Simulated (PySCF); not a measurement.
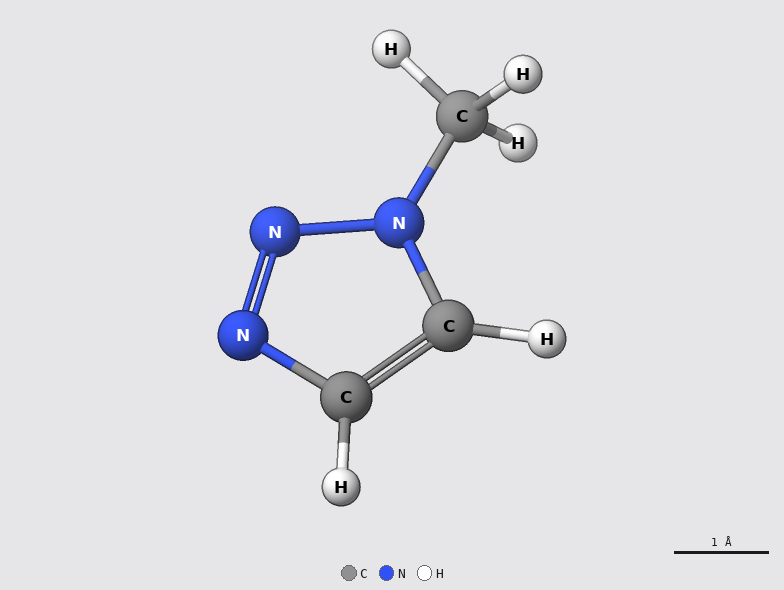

Rendered structure (ball-and-stick style). Double and triple bonds are drawn as two and three sticks.

The computed structure is the end point of a GFN2-xTB optimisation. No frequency run is at hand to confirm it as a minimum.

What does the picture show?

The molecule is C3H5N3. Its SMILES string is `Cn1ccnn1`. Independent rings (smallest set): 1 of 5 members, 1 of them aromatic. Coordination: 1 C tetrahedral; 1 N trigonal planar; 2 C trigonal planar; 2 N bent.

The parts below concern this one geometry. Atoms keep their numbers from picture to picture.

**Shape**

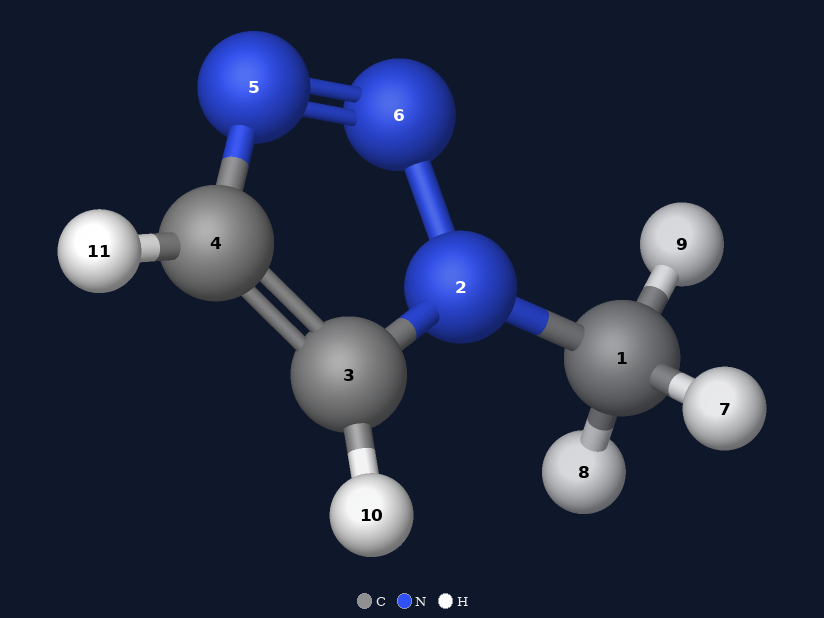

Atoms carry their numbers in the input. No frequency run is at hand to confirm it as a minimum.

Which atoms are bonded, and how long are the bonds?

| bond | length (Å) | order |
| --- | --- | --- |
| C1–N2 | 1.432 | single |
| C1–H7 | 1.091 | single |
| C1–H8 | 1.092 | single |
| C1–H9 | 1.088 | single |
| N2–C3 | 1.352 | aromatic |
| N2–N6 | 1.327 | aromatic |
| C3–C4 | 1.376 | aromatic |
| C3–H10 | 1.069 | single |
| C4–N5 | 1.346 | aromatic |
| C4–H11 | 1.070 | single |
| N5–N6 | 1.278 | aromatic |

**Dipole moment**

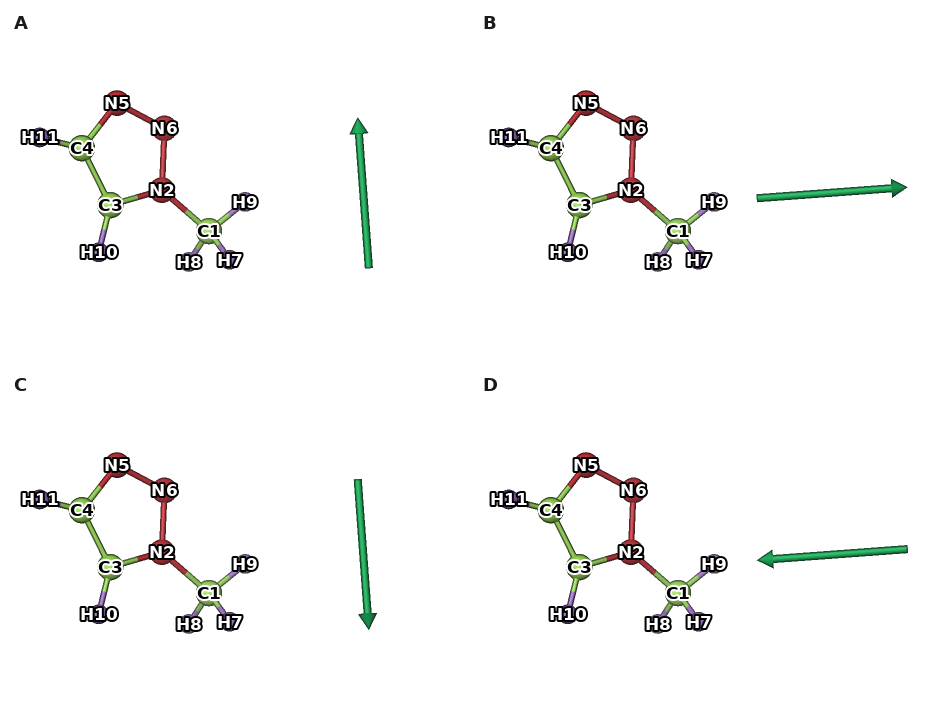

The same molecule four times, each with an arrow. No frequency run is at hand to confirm it as a minimum. Method: PBE0/def2-SVPD, gas phase (PySCF 2.14.0).

**Which arrow points along the dipole moment, from the negative to the positive end?**

C. The dipole moment is 4.64 D; it points from the side of N5 to the side of H7, H8 (the outermost atoms at the two ends).

**Excitation**

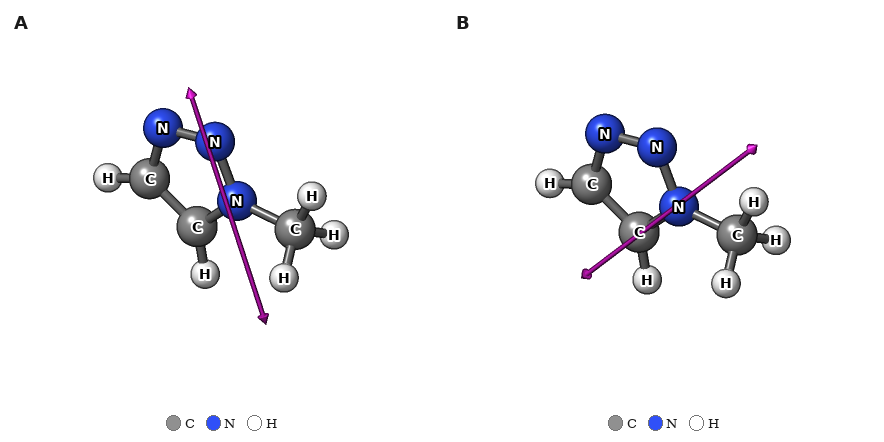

The double arrows show the directions of two transition dipoles from the ground state (lengths mean nothing). No frequency run is at hand to confirm it as a minimum. Properties computed with TDDFT PBE0/def2-SVPD, vertical, gas phase, core orbitals frozen in the response (PySCF 2.14.0).

**One belongs to singlet state 2 and one to singlet state 6. Which is which?**

A: state 2, 6.75 eV (184 nm), oscillator strength 0.11, mainly HOMO−1 → LUMO (weight 0.82).
B: state 6, 7.29 eV (170 nm), oscillator strength 0.028, mainly HOMO−2 → LUMO (weight 0.63).

**Polarisability**

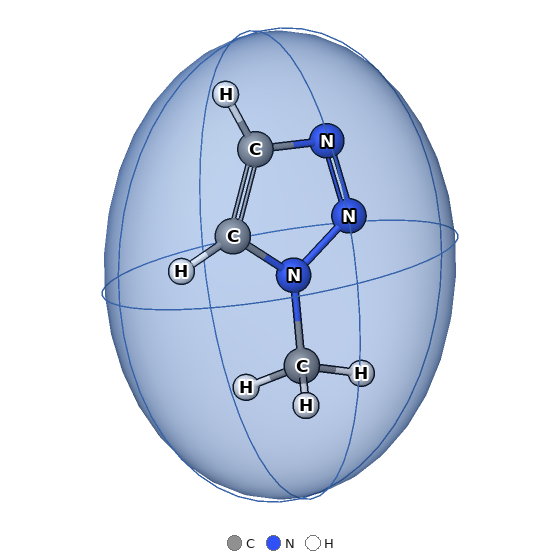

The ellipsoid shows the static dipole polarisability: its half-axes are proportional to the principal values. No frequency run is at hand to confirm it as a minimum. Computed with PBE0/def2-SVPD (PySCF 2.14.0).

**How large and how anisotropic is the polarisability?**

Principal values 37.6, 56.3, 68.4 bohr³; mean 54.1 bohr³ (8.02 Å³); anisotropy 26.9 bohr³, so the longest axis is 1.82 times the shortest.
